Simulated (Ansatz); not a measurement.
# AlBrH5N: search for lower mean-field states from a Python script

The task is a search for lower mean-field states, for AlBrH5N. SMILES: [NH3+][AlH2-][Br].

All numbers are computed with Ansatz 0.2.0 through its Python package. Level of theory: Hartree-Fock/def2-SVP.

### Step 1. The system

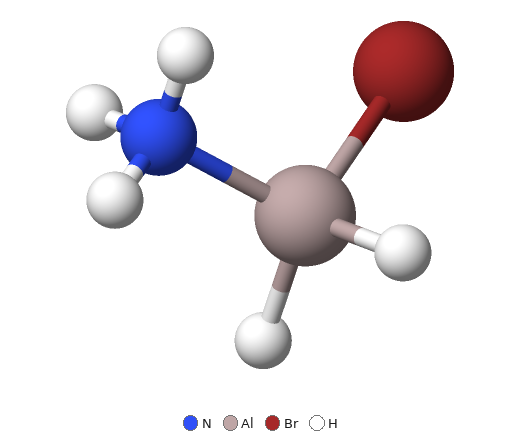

The structure that the script starts from, seen from a chosen angle (nitrogen blue, aluminium light grey, bromine red, hydrogen white).

No structure file is read: the coordinates are typed or built in the script.

### Step 2. The script

albrh5n.py reads:

```python
import logging
import sys
import warnings

import ansatz as az
import numpy as np

logging.basicConfig(stream=sys.stdout, format="%(name)s: %(message)s")
log = logging.getLogger("run")
log.setLevel(logging.INFO)

warnings.simplefilter("ignore", az.DeckWarning)

geometry_ang = [
    ("N", [-1.0318, 0.2226, 0.0583]),
    ("Al", [0.7902, -0.3238, -0.1172]),
    ("Br", [2.2079, 1.3707, 0.749]),
    ("H", [-1.2592, 0.382, 1.0651]),
    ("H", [-1.6629, -0.5181, -0.3209]),
    ("H", [-1.1892, 1.1089, -0.4713]),
    ("H", [1.0188, -1.6785, 0.6967]),
    ("H", [1.1261, -0.5637, -1.6598]),
]
molecule = az.Crystal.molecule()
for symbol, xyz in geometry_ang:
    molecule = molecule.atom(symbol, xyz)
symbols = [site.symbol for site in molecule.cartesian_sites]

start = np.array([site.position_ang for site in molecule.cartesian_sites])
for factor in [1.0, 1.25, 1.6]:
    xyz = (start - start.mean(axis=0)) * factor
    scaled = az.Crystal.molecule()
    for symbol, place in zip(symbols, xyz):
        scaled = scaled.atom(symbol, place.tolist())
    model = scaled.calculation()
    model = model.basis(gaussian="def2-SVP")
    model = model.functional("HF")
    model = model.spin("collinear")
    for search in ("off", "standard"):
        try:
            summary = model.scf(lower_state_search=search).run().report
        except az.AnsatzError as error:
            log.info(f"x{factor} search {search}: {type(error).__name__}")
            continue
        state = summary["mean_field"]["state"]
        log.info(f"all distances x{factor}, search {search:8s} E = {summary['free_energy_ev']:.5f} eV  <S^2> = {abs(state['spin_squared']):.3f}  other states met: {len(summary['mean_field']['others'])}")
```

### Step 3. The input behind the calls

The package turns the script's settings into the engine's input (first run):

```yaml
crystal:
  periodic: [false, false, false]
  atoms:
    - { symbol: "N", position_ang: [-1.0317875, 0.2225875, 0.058312499999999996] }
    - { symbol: Al, position_ang: [0.7902125000000001, -0.3238125, -0.1171875] }
    - { symbol: Br, position_ang: [2.2079125, 1.3706875, 0.7490125] }
    - { symbol: H, position_ang: [-1.2591875000000001, 0.3819875, 1.0651125] }
    - { symbol: H, position_ang: [-1.6628875, -0.5181125, -0.3208875] }
    - { symbol: H, position_ang: [-1.1891875, 1.1088875, -0.47128749999999997] }
    - { symbol: H, position_ang: [1.0188125, -1.6785125, 0.6967125] }
    - { symbol: H, position_ang: [1.1261125, -0.5637125, -1.6597875] }
basis:
  gaussian:
    orbitals: def2-SVP
hamiltonian:
  xc: hf
magnetization:
  spin_polarized: true
scf:
  lower_state_search: "off"
```

### Step 4. Launch

The run is started by

```bash
$ python albrh5n.py
```

Log:

```text
run: all distances x1.0, search off      E = -78133.42038 eV  <S^2> = 0.000  other states met: 0
run: all distances x1.0, search standard E = -78133.42038 eV  <S^2> = 0.000  other states met: 0
run: all distances x1.25, search off      E = -78126.61835 eV  <S^2> = 0.000  other states met: 0
run: all distances x1.25, search standard E = -78126.61835 eV  <S^2> = 0.000  other states met: 0
run: all distances x1.6, search off      E = -78113.07082 eV  <S^2> = 0.000  other states met: 0
run: all distances x1.6, search standard E = -78117.42264 eV  <S^2> = 2.976  other states met: 10
```

Run time: 42 s. Hardware: 1 thread of Arm Neoverse V1, shared host; peak memory 0.33 GiB.

### Step 5. Inputs of later runs

The engine's inputs for some of the other runs:

Run 4, against run 1:

```diff
@@ -4,8 +4,8 @@
-    - { symbol: "N", position_ang: [-1.0317875, 0.2225875, 0.058312499999999996] }
-    - { symbol: Al, position_ang: [0.7902125000000001, -0.3238125, -0.1171875] }
-    - { symbol: Br, position_ang: [2.2079125, 1.3706875, 0.7490125] }
-    - { symbol: H, position_ang: [-1.2591875000000001, 0.3819875, 1.0651125] }
-    - { symbol: H, position_ang: [-1.6628875, -0.5181125, -0.3208875] }
-    - { symbol: H, position_ang: [-1.1891875, 1.1088875, -0.47128749999999997] }
-    - { symbol: H, position_ang: [1.0188125, -1.6785125, 0.6967125] }
-    - { symbol: H, position_ang: [1.1261125, -0.5637125, -1.6597875] }
+    - { symbol: "N", position_ang: [-1.289734375, 0.278234375, 0.072890625] }
+    - { symbol: Al, position_ang: [0.9877656250000001, -0.404765625, -0.146484375] }
+    - { symbol: Br, position_ang: [2.7598906249999997, 1.713359375, 0.936265625] }
+    - { symbol: H, position_ang: [-1.5739843750000002, 0.47748437499999996, 1.3313906249999998] }
+    - { symbol: H, position_ang: [-2.078609375, -0.647640625, -0.401109375] }
+    - { symbol: H, position_ang: [-1.486484375, 1.386109375, -0.5891093749999999] }
+    - { symbol: H, position_ang: [1.273515625, -2.098140625, 0.8708906249999999] }
+    - { symbol: H, position_ang: [1.407640625, -0.7046406249999999, -2.074734375] }
@@ -20 +20 @@
-  lower_state_search: "off"
+  lower_state_search: standard
```

Run 5, against run 1:

```diff
@@ -4,8 +4,8 @@
-    - { symbol: "N", position_ang: [-1.0317875, 0.2225875, 0.058312499999999996] }
-    - { symbol: Al, position_ang: [0.7902125000000001, -0.3238125, -0.1171875] }
-    - { symbol: Br, position_ang: [2.2079125, 1.3706875, 0.7490125] }
-    - { symbol: H, position_ang: [-1.2591875000000001, 0.3819875, 1.0651125] }
-    - { symbol: H, position_ang: [-1.6628875, -0.5181125, -0.3208875] }
-    - { symbol: H, position_ang: [-1.1891875, 1.1088875, -0.47128749999999997] }
-    - { symbol: H, position_ang: [1.0188125, -1.6785125, 0.6967125] }
-    - { symbol: H, position_ang: [1.1261125, -0.5637125, -1.6597875] }
+    - { symbol: "N", position_ang: [-1.6508600000000002, 0.35614, 0.0933] }
+    - { symbol: Al, position_ang: [1.2643400000000002, -0.5181, -0.1875] }
+    - { symbol: Br, position_ang: [3.53266, 2.1931000000000003, 1.19842] }
+    - { symbol: H, position_ang: [-2.0147000000000004, 0.6111800000000001, 1.70418] }
+    - { symbol: H, position_ang: [-2.66062, -0.82898, -0.51342] }
+    - { symbol: H, position_ang: [-1.9027000000000003, 1.7742200000000001, -0.75406] }
+    - { symbol: H, position_ang: [1.6300999999999999, -2.68562, 1.11474] }
+    - { symbol: H, position_ang: [1.8017800000000002, -0.90194, -2.65566] }
```

Run 6, against run 1:

```diff
@@ -4,8 +4,8 @@
-    - { symbol: "N", position_ang: [-1.0317875, 0.2225875, 0.058312499999999996] }
-    - { symbol: Al, position_ang: [0.7902125000000001, -0.3238125, -0.1171875] }
-    - { symbol: Br, position_ang: [2.2079125, 1.3706875, 0.7490125] }
-    - { symbol: H, position_ang: [-1.2591875000000001, 0.3819875, 1.0651125] }
-    - { symbol: H, position_ang: [-1.6628875, -0.5181125, -0.3208875] }
-    - { symbol: H, position_ang: [-1.1891875, 1.1088875, -0.47128749999999997] }
-    - { symbol: H, position_ang: [1.0188125, -1.6785125, 0.6967125] }
-    - { symbol: H, position_ang: [1.1261125, -0.5637125, -1.6597875] }
+    - { symbol: "N", position_ang: [-1.6508600000000002, 0.35614, 0.0933] }
+    - { symbol: Al, position_ang: [1.2643400000000002, -0.5181, -0.1875] }
+    - { symbol: Br, position_ang: [3.53266, 2.1931000000000003, 1.19842] }
+    - { symbol: H, position_ang: [-2.0147000000000004, 0.6111800000000001, 1.70418] }
+    - { symbol: H, position_ang: [-2.66062, -0.82898, -0.51342] }
+    - { symbol: H, position_ang: [-1.9027000000000003, 1.7742200000000001, -0.75406] }
+    - { symbol: H, position_ang: [1.6300999999999999, -2.68562, 1.11474] }
+    - { symbol: H, position_ang: [1.8017800000000002, -0.90194, -2.65566] }
@@ -20 +20 @@
-  lower_state_search: "off"
+  lower_state_search: standard
```

Lines on the test bed's own set-up are left out of the output.

### Step 6. The runs side by side

From the records of these 6 runs:

| run | search | energy from run 2 (eV) | <S²> | SCF cycles | CPU time (s) |
| --- | --- | --- | --- | --- | --- |
| 1 | off | 0.0000 | 0.00 | 11 | 1.2 |
| 2 | standard | 0.0000 | 0.00 | 11 | 1.4 |
| 3 | off | 6.8020 | 0.00 | 15 | 1.1 |
| 4 | standard | 6.8020 | 0.00 | 31 | 2.6 |
| 5 | off | 20.3496 | 0.00 | 14 | 1.1 |
| 6 | standard | 15.9977 | 2.98 | 500 | 34 |

### Step 7. What came out

| quantity | value |
| --- | --- |
| lower state found by the search | 4.352 eV lower at distances × 1.6 |
| runs compared | 6 |

Where bonds are stretched, a single start can end above the lowest mean-field state, which breaks spin symmetry. In CPU time, run 6 cost about 30 times as much as run 5. Caveats:
- The count of other states can hold repeated and symmetry-equivalent ends of the search; scaling all distances is a test, and for more than two atoms no physical path.
- The structure is a rough, unrelaxed start.
